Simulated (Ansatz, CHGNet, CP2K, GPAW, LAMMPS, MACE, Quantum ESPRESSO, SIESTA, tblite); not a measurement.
# Running amorphous carbon (100 atoms) with CP2K, part 3 of 3

How do the settings of CP2K change the result for amorphous carbon (100 atoms)? A plane-wave run serves as the yardstick.

Program: CP2K 2026.2; the method stands at each step. Banners, paths, timers and routine set-up lines are dropped from the logs unmarked, and long logs keep their key lines alone; longer cuts are marked.

So far. Step 6 (revPBE, PBE potentials, DZVP-MOLOPT-SR, 450/50 Ry …): Against the first run (2.7 %), the force difference from the reference is 2.7 %, at 0.99 times the CPU time; the model has changed, so this is no error of the program alone. Step 7 (TPSS, PBE potentials, DZVP-MOLOPT-SR, 450/50 Ry …): Against the first run (2.7 %), the force difference from the reference is 4.4 %, at 2.6 times the CPU time; the model has changed, so this is no error of the program alone.

## (8) PBE, DZVP-MOLOPT-SR, 630/50 Ry, diagonalisation

Method: Kohn-Sham DFT, PBE, GTH-PBE pseudopotentials, Gaussian and plane waves, DZVP-MOLOPT-SR-GTH, diagonalisation.

Contents of input.inp:

```
&GLOBAL
  PROJECT cell
  RUN_TYPE ENERGY_FORCE
  PRINT_LEVEL LOW
&END GLOBAL
&FORCE_EVAL
  METHOD QS
  STRESS_TENSOR ANALYTICAL
  &DFT
    BASIS_SET_FILE_NAME BASIS_MOLOPT
    POTENTIAL_FILE_NAME GTH_POTENTIALS
    &MGRID
      CUTOFF 630
      REL_CUTOFF 50
      NGRIDS 5
    &END MGRID
    &QS
      EPS_DEFAULT 1.0E-12
    &END QS
    &SCF
      SCF_GUESS ATOMIC
      EPS_SCF 1.0E-06
      MAX_SCF 200
      ADDED_MOS 45
      &DIAGONALIZATION
        ALGORITHM STANDARD
      &END DIAGONALIZATION
      &SMEAR ON
        METHOD FERMI_DIRAC
        ELECTRONIC_TEMPERATURE [K] 580
      &END SMEAR
      &MIXING
        METHOD BROYDEN_MIXING
        ALPHA 0.15
        NBROYDEN 8
      &END MIXING
      &PRINT
        &RESTART OFF
        &END RESTART
      &END PRINT
    &END SCF
    &XC
      &XC_FUNCTIONAL PBE
      &END XC_FUNCTIONAL
    &END XC
    &PRINT
      &MULLIKEN ON
      &END MULLIKEN
      &LOWDIN ON
      &END LOWDIN
      &MO ON
        EIGENVALUES T
        OCCUPATION_NUMBERS T
        MO_INDEX_RANGE 189 212
        &EACH
          QS_SCF 0
        &END EACH
        ADD_LAST NUMERIC
      &END MO
    &END PRINT
  &END DFT
  &SUBSYS
    &CELL
      A 10.46950 0.00000 0.00000
      B 0.00000 10.46950 0.00000
      C 0.00000 0.00000 10.46950
    &END CELL
    &TOPOLOGY
      COORD_FILE_NAME structure.xyz
      COORD_FILE_FORMAT XYZ
    &END TOPOLOGY
    &KIND C
      BASIS_SET DZVP-MOLOPT-SR-GTH-q4
      POTENTIAL GTH-PBE-q4
    &END KIND
  &END SUBSYS
  &PRINT
    &FORCES ON
    &END FORCES
    &STRESS_TENSOR ON
    &END STRESS_TENSOR
  &END PRINT
&END FORCE_EVAL
```

Contents of structure.xyz:

```xyz
100

[... 100 atom lines left out: the same atoms as in the first run ...]
```

Started as:

```sh
> OMP_NUM_THREADS=1 mpirun -np 4 cp2k.psmp -i input.inp > output.txt
```

Numbers of over 12 decimals in the logs are rounded to 6 here.

The log of the run:

```text
CP2K| version string:                                       CP2K version 2026.2
 CP2K| Input file name                                                 input.inp
 GLOBAL| Basis set file name                                        BASIS_MOLOPT
 GLOBAL| Potential file name                                      GTH_POTENTIALS
 GLOBAL| Run type                                                   ENERGY_FORCE
 GLOBAL| Total number of message passing processes                             4
 GLOBAL| Number of threads for this process                                    1
[... lines left out ...]
                        Smear method:                                FERMI_DIRAC
[... lines left out ...]
 Number of electrons:                                                        400
[... lines left out ...]
  Step     Update method      Time    Convergence         Total energy    Change
[... lines left out ...]
  *** SCF run converged in    24 steps ***
[... lines left out ...]
  Fermi energy:                                                 0.119604
  Total energy:                                              -565.776098
  Total energy (extrapolated to T->0):                       -565.771629
[... lines left out ...]
 MO| E(Fermi):            0.119604 a.u.          3.254596 eV
[... lines left out ...]
      99     C        1          4.028248                             -0.028248
     100     C        1          3.961322                              0.038678
 # Total charge                            400.000000                  0.000000
 ENERGY| Total FORCE_EVAL ( QS ) energy [hartree]           -565.776134
 FORCES| Atomic forces [hartree/bohr]
 FORCES|   Atom     x               y               z               |f|
 FORCES|      1  1.73441740E-03  2.69570355E-02 -1.48297914E-02   3.08157863E-02
 FORCES|      2  4.08045801E-02  1.56613365E-02 -2.17169522E-03   4.37607984E-02
 FORCES|      3 -1.79303952E-03 -1.56320710E-02 -3.67746268E-02   3.99993727E-02
[...]
FORCES|     99 -2.83511098E-03  7.26541022E-02 -2.35894009E-02   7.64402790E-02
 FORCES|    100 -5.30017633E-03 -1.90730815E-02 -7.12889996E-02   7.39864567E-02
 FORCES| Sum     2.53767422E-05 -1.92003772E-05 -1.44515672E-04
 FORCES| Total atomic force                                       1.47977745E-04
 STRESS| Analytical stress tensor [bar]
 STRESS|                        x                   y                   z
 STRESS|      x       -1.59077742307E+05  -2.54501641078E+04  -3.00221990504E+04
 STRESS|      y       -2.54501641078E+04  -1.05337464211E+05  -1.73767654318E+04
 STRESS|      z       -3.00221990504E+04  -1.73767654318E+04  -1.31959133282E+05
 STRESS| 1/3 Trace                                            -1.32124779933E+05
```

The job ended after 1.8 min (4 MPI ranks of Arm Neoverse V2, shared host; peak memory 4 GiB).

Against the reference:

```
r.m.s. force component                          : 1.442 eV/Å
r.m.s. difference of force components           : 38.27 meV/Å
longest difference of force vectors             : 186.1 meV/Å
force difference over r.m.s. force              : 2.682 %
slope of forces against the reference's         : 1.01
correlation of force components                 : 0.9997
pressure                                        : -13.21 GPa
pressure difference                             : 0.4055 GPa
energy less the same-level run's                : 0.0013 meV/atom
r.m.s. force difference from the same-level run : 0.68 meV/Å
```

Against the first run (2.7 %), the force difference from the reference is 2.7 %, at 1.4 times the CPU time: the change moves forces by 0.68 meV/Å r.m.s., so most of the difference comes from elsewhere.

## (9) Another try, on a changed input

Changes to input.inp since step 8:

```diff
@@ -12,5 +12,4 @@
     &MGRID
-      CUTOFF 630
+      CUTOFF 450
       REL_CUTOFF 50
-      NGRIDS 5
     &END MGRID
@@ -21,4 +20,4 @@
       SCF_GUESS ATOMIC
-      EPS_SCF 1.0E-06
-      MAX_SCF 200
+      EPS_SFC 1.0E-06
+      MAX_SCF 60
       ADDED_MOS 45
```

structure.xyz is that of step 8.

The log of the run:

```text
Possible matches for unknown keyword
 EPS_SFC
   keyword EPS_SCF in section %__ROOT__%FORCE_EVAL%DFT%SCF score:  108
   keyword EPS_SCF in section %__ROOT__%FORCE_EVAL%DFT%XAS%SCF score:  108
   keyword EPS_LUMO in section %__ROOT__%FORCE_EVAL%DFT%SCF score:  106
   keyword EPS_DIIS in section %__ROOT__%FORCE_EVAL%DFT%SCF score:  106
   keyword EPS_LUMO in section %__ROOT__%FORCE_EVAL%DFT%XAS%SCF score:  106
 *   ___                                                                       *
 *  /   \                                                                      *
 * [ABORT]                                                                     *
 *  \___/             found an unknown keyword EPS_SFC in section SCF          *
 *    |                                                                        *
 *  O/|                                                                        *
 * /| |                                                                        *
```

Wall time 0.73 s (4 MPI ranks); peak memory 0.57 GiB.

The program stopped at the start. The fault in the input: a misspelt keyword (EPS_SCF written as EPS_SFC).

## (10) The ladder

Differences are against the plane-wave reference, forces as r.m.s. over components; share is that over the reference's r.m.s. force, slope the least-squares factor from reference forces to these. Total energies of different programs have different zeros and aren't compared.

```
                                                                    run  Δ force, r.m.s. (meV/Å)  share (%)  slope  Δ pressure (GPa)  cores  CPU time  memory (GiB)
                                                              reference                        -          -      -                 -      2   5.2 min           2.8
                   CP2K PBE, DZVP-MOLOPT-SR, 450/50 Ry, diagonalisation                     38.3       2.68  1.010             0.406      4   5.2 min           2.8
                      CP2K PBE, TZVP-MOLOPT, 450/50 Ry, diagonalisation                     22.4       1.57  1.000             0.391      4    68 min           3.4
           CP2K PBE, SZV-MOLOPT-SR, 450/50 Ry, diagonalisation (coarse)                      514       36.1  1.302              5.15      1     3 min           1.8
          CP2K PBE, DZVP-MOLOPT-SR, 450/20 Ry, diagonalisation (coarse)                     47.3       3.32  1.012             0.719      4   3.6 min           2.8
CP2K revPBE, PBE potentials, DZVP-MOLOPT-SR, 450/50 Ry, diagonalisation                     38.0       2.66  1.013              1.15      4   5.1 min           2.8
  CP2K TPSS, PBE potentials, DZVP-MOLOPT-SR, 450/50 Ry, diagonalisation                     62.3       4.36  1.034             0.793      4    13 min           2.9
                   CP2K PBE, DZVP-MOLOPT-SR, 630/50 Ry, diagonalisation                     38.3       2.68  1.010             0.406      4     7 min           4.0
```

Rows marked coarse were listed beforehand as settings not expected to be converged; some can still land near the reference.

CPU time is summed over cores on a shared host, where runs went side by side, so it is rough. Symmetry, cutoffs, thresholds, outputs and thread counts weren't matched or tuned between programs; memory under MPI is the largest rank's times the ranks.

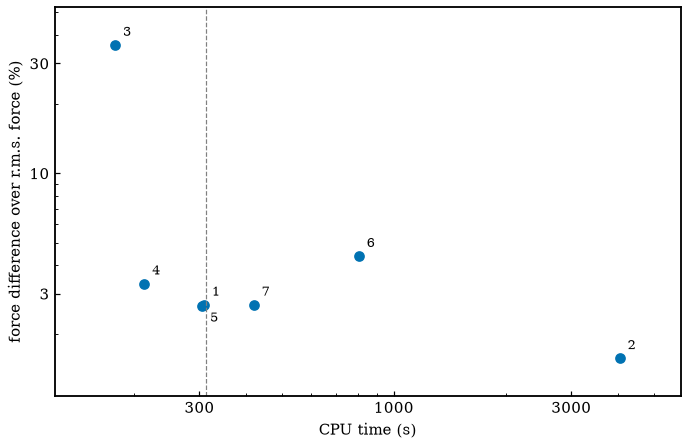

Force difference against CPU time; the dashed line marks the reference's time. Points: 1 CP2K PBE, DZVP-MOLOPT-SR, 450/50 Ry, diagonalisation; 2 CP2K PBE, TZVP-MOLOPT, 450/50 Ry, diagonalisation; 3 CP2K PBE, SZV-MOLOPT-SR, 450/50 Ry, diagonalisation; 4 CP2K PBE, DZVP-MOLOPT-SR, 450/20 Ry, diagonalisation; 5 CP2K revPBE, PBE potentials, DZVP-MOLOPT-SR, 450/50 Ry, diagonalisation; 6 CP2K TPSS, PBE potentials, DZVP-MOLOPT-SR, 450/50 Ry, diagonalisation; 7 CP2K PBE, DZVP-MOLOPT-SR, 630/50 Ry, diagonalisation.

Within one program, basis, potentials and functional, energies share a zero. Each run against its twin at the usual cutoff or grid and solver:

| run | twin | Δ energy (meV/atom) | Δ force, r.m.s. (meV/Å) | CPU time over the twin's |
| --- | --- | --- | --- | --- |
| CP2K PBE, DZVP-MOLOPT-SR, 450/20 Ry, diagonalisation | DZVP-MOLOPT-SR, 450/50 Ry, diagonalisation | -4.07 | 26.4 | 0.69 |
| CP2K PBE, DZVP-MOLOPT-SR, 630/50 Ry, diagonalisation | DZVP-MOLOPT-SR, 450/50 Ry, diagonalisation | 0.0013 | 0.68 | 1.4 |

Further runs of this program without a result: CP2K SCC-DFTB, diagonalisation (not converged); CP2K GFN1-xTB, diagonalisation (not converged).

## (11) What came out

```yaml
nearest_in_forces: CP2K PBE, TZVP-MOLOPT, 450/50 Ry, diagonalisation, 1.6 %
its_cpu_time: 68 min
```

In words: The PBE runs in local orbitals, coarse settings apart, differ by 1.6 % (CP2K PBE, TZVP-MOLOPT, 450/50 Ry, diagonalisation) to 2.7 % (CP2K PBE, DZVP-MOLOPT-SR, 450/50 Ry, diagonalisation); basis, grid and potentials can all enter. Rows with another functional or a dispersion term differ by 2.7 % (CP2K revPBE, PBE potentials, DZVP-MOLOPT-SR, 450/50 Ry, diagonalisation) to 4.4 % (CP2K TPSS, PBE potentials, DZVP-MOLOPT-SR, 450/50 Ry, diagonalisation), which mixes the change of model with differences of basis and potentials, some of them made for another functional. Runs with settings chosen to be coarse differ by 3.3 % (CP2K PBE, DZVP-MOLOPT-SR, 450/20 Ry, diagonalisation) to 36 % (CP2K PBE, SZV-MOLOPT-SR, 450/50 Ry, diagonalisation), their programs' other errors included. None of the electronic-structure runs in the table takes under half the reference's CPU time of 5.2 min; they take 0.57 to 13 times as much. CP2K PBE, SZV-MOLOPT-SR, 450/50 Ry, diagonalisation stiffens the forces by a factor of 1.30 while following their directions (correlation 0.989); the slopes of the 7 CP2K runs lie between 1.00 and 1.30. In pressure, CP2K PBE, SZV-MOLOPT-SR, 450/50 Ry, diagonalisation misses by +5.1 GPa, at the same functional. The reference's pressure holds the uncorrected Pulay stress of its 45 Ry basis, so small pressure differences, and their order, may be the reference's own error. The quench rate of 100 K/ps is many orders above laboratory rates, so the cell is likely richer in defects and strain than a real sample. The network of bonds at the start is that of the classical potential that made the cell, and needn't be the one that DFT or experiment would give. The reference's stress is far from hydrostatic: its diagonal is -16.3, -10.9, -13.6 GPa, compression counted positive. The electronic-structure runs sample only Γ, in a cell whose shortest periodic width is 10 Å, which is coarse for a cell with partly filled levels.

[Also dropped from logs without a mark: logging warnings of Python, and SIESTA's first energy breakdown and zero terms.]

[Logs are printed without paths, hosts, clocks, repeated set-up lines and the standing remarks that a program may print on its own settings, such as how far it seeks lower states.]

[Hosts, paths, dates, database ids (printed as entryN), source tags and the programs' standing remarks are cut or masked in the printed files.]
